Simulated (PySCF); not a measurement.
# C₄H₅NO, SMILES `C=CC(=O)N=C`: electronic structure

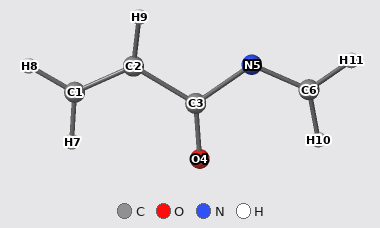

The molecule, with its atoms numbered as below. No frequency check shows the geometry to be a minimum.

Cartesian coordinates (Å):

```
C1       2.4062   -0.0849    0.0000
C2       1.2081   -0.6576    0.0000
C3      -0.0263    0.1434    0.0000
O4      -0.0779    1.3495    0.0000
N5      -1.1761   -0.7029    0.0000
C6      -2.3152   -0.1663    0.0000
H7       2.4937    0.9902    0.0000
H8       3.3197   -0.6547    0.0000
H9       1.0666   -1.7274    0.0000
H10     -2.4755    0.9152    0.0000
H11     -3.1851   -0.8073    0.0000
```

### 1. Bonding charge

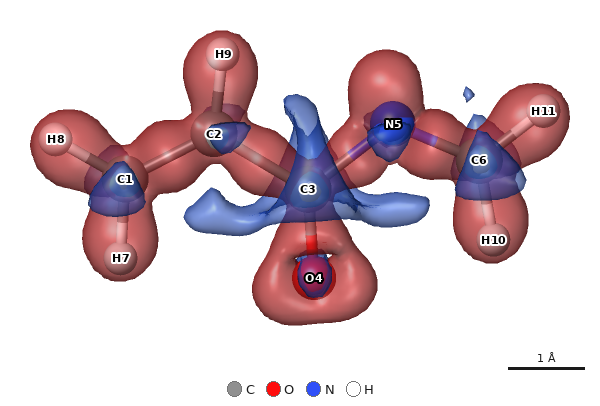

Deformation density (molecule less spherical, spin-averaged free atoms at the same positions), surfaces at ±0.1 e/Å³; red: gain, blue: loss.

Method: CAM-B3LYP/6-31G*; geometry: GFN2-xTB; program: PySCF.

Q: Describe the bonding that the map shows.

A: The five largest and four smallest: C6–H11: +0.73 e/Å³ at the bond critical point (bond length 1.08 Å, Mayer order 0.9). C1–C2: +0.71 e/Å³ at the bond critical point (bond length 1.33 Å, Mayer order 1.9). C6–H10: +0.71 e/Å³ at the bond critical point (bond length 1.09 Å, Mayer order 0.9). C1–H7: +0.70 e/Å³ at the bond critical point (bond length 1.08 Å, Mayer order 0.9). C2–H9: +0.70 e/Å³ at the bond critical point (bond length 1.08 Å, Mayer order 0.9). N5–C6: +0.65 e/Å³ at the bond critical point (bond length 1.26 Å, Mayer order 1.9). C3–O4: +0.61 e/Å³ at the bond critical point (bond length 1.21 Å, Mayer order 2.0). C2–C3: +0.58 e/Å³ at the bond critical point (bond length 1.47 Å, Mayer order 1.0). C3–N5: +0.48 e/Å³ at the bond critical point (bond length 1.43 Å, Mayer order 1.0). In all, 2.6 electrons gather in the regions of gain relative to the promolecule.

Q: Where do the Hirshfeld charges lie?

A: The highest Hirshfeld charge is on C3 (+0.19 e), the lowest on O4 (−0.25 e).

```tsv
atom	charge (e)
C1	−0.04
C2	−0.05
C3	+0.19
O4	−0.25
N5	−0.18
C6	+0.05
H7	+0.06
H8	+0.06
H9	+0.05
H10	+0.05
H11	+0.06
```

### 2. Bond critical points

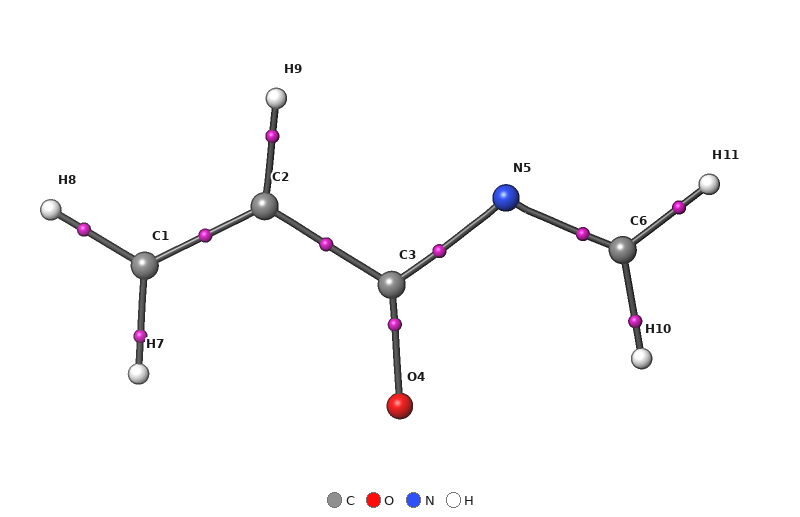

Molecular graph of the electron density (QTAIM): bond paths, bond critical points (magenta), ring points (cyan, if any); weak paths are dashed.

Q: How many critical points of each kind are there, and does the count close?

A: 11 nuclei, 10 bond, 0 ring and 0 cage critical points: 11 − 10 + 0 − 0 = 1, as the Poincaré–Hopf relation requires.

Q: Give the properties at the bond critical points.

A:
```csv
bond,length (Å),ρ (a.u.),∇²ρ (a.u.),ε,H (a.u.)
C3–O4,1.207,0.411,+0.47,0.07,−0.684
N5–C6,1.259,0.394,−0.58,0.13,−0.692
C1–C2,1.328,0.351,−1.06,0.33,−0.401
C3–N5,1.428,0.300,−0.98,0.00,−0.366
C6–H11,1.081,0.286,−1.07,0.01,−0.298
C1–H8,1.077,0.283,−1.03,0.00,−0.292
C2–C3,1.471,0.283,−0.77,0.11,−0.257
C1–H7,1.079,0.283,−1.04,0.00,−0.293
C2–H9,1.079,0.283,−1.03,0.01,−0.291
C6–H10,1.093,0.278,−1.01,0.00,−0.281
```

Q: What kind of interaction is C1–H7?

A: Shared-shell (covalent): ρ = 0.283, ∇²ρ = −1.04, H = −0.293 a.u.

### 3. Local ionisation energy

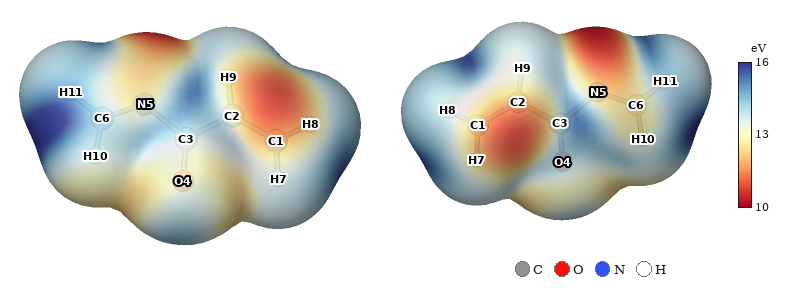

Average local ionisation energy on the surface of electron density 0.001 a.u. (back view left, front view right).

Q: Where are the most loosely bound electrons on this surface?

A: The lowest value is 10.2 eV, 1.9 Å from N5. Further minima include 10.7 eV, off the C1–C2 bond (2.1 Å from its atoms), and at like points elsewhere; 12.1 eV, 1.6 Å from H10; 13.6 eV, 1.3 Å from H11. For comparison, the highest occupied orbital lies at −8.6 eV.

### 4. Localised orbitals

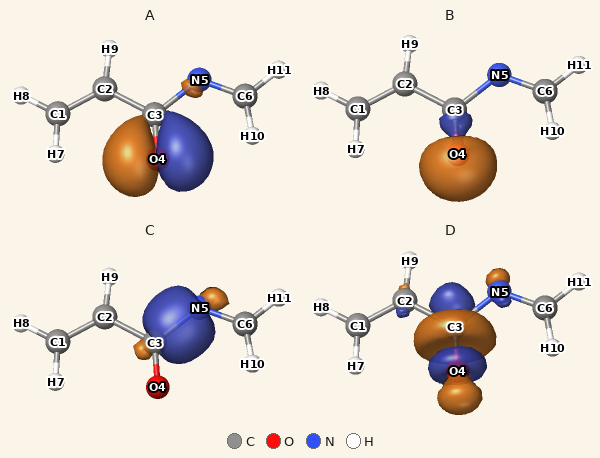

Intrinsic bond orbitals (IBO), occupied and valence-virtual; each surface holds about 85 % of the orbital's density. Energies are diagonal elements of the Fock matrix.

Method: B3LYP/def2-SVPD; geometry: GFN2-xTB; program: PySCF.

Q: What does each orbital represent in a Lewis picture?

A: By panel:
- A: lone pair on O4 (p-type) (O4 92 %, C3 4 %; −8.9 eV)
- B: lone pair on O4 (sp0.8-type) (O4 100 %; −15.2 eV)
- C: σ bond N5–C3 (N5 57 %, C3 42 %; −18.5 eV)
- D: σ* orbital C3–O4 (C3 60 %, O4 38 %; 15.3 eV)

Q: How do all the valence pairs divide up?

A: 16 pairs: 10 σ bonds, 3 lone pairs and 3 two-centre π bonds.

### 5. The π system

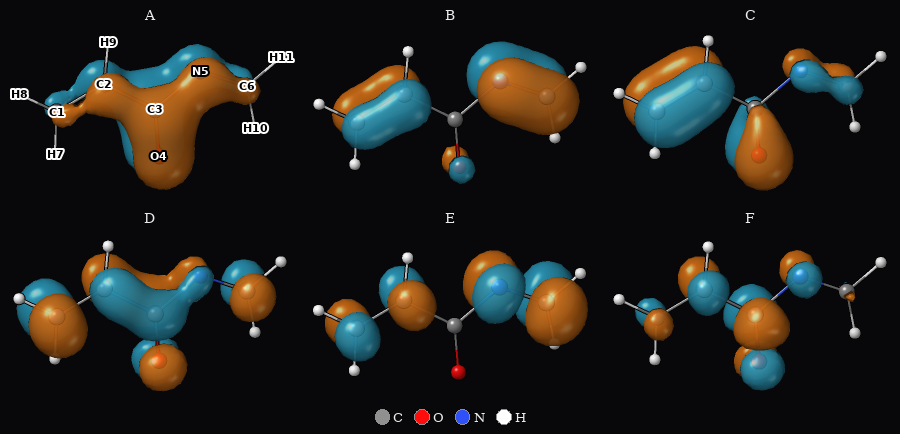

Natural orbitals of the π active space, CASSCF(6,6), singlet state, in order of falling occupation.

Method: 6-311G** basis; geometry: GFN2-xTB; program: PySCF.

Q: What are the natural occupation numbers?

A: A 1.94, B 1.91, C 1.90, D 0.11, E 0.08, F 0.05.

Q: How multiconfigurational is the state?

A: The leading determinant weighs 0.88; the effective number of unpaired electrons, Σ n²(2−n)², is 0.15; the most occupied of the weakly occupied orbitals holds 0.11 e, as in an ordinary closed-shell π system. The active space lowers the energy by 2.39 eV against Hartree–Fock.

Q: Where does the lowest triplet lie relative to the singlet, at this geometry and within this active space?

A: 3.88 eV above it by strongly contracted NEVPT2 (+3.80 eV by CASSCF); a small basis tends to put such gaps a few tenths of an eV too high. This is a vertical energy for π states alone; a state that uses lone pairs or σ orbitals may lie lower.
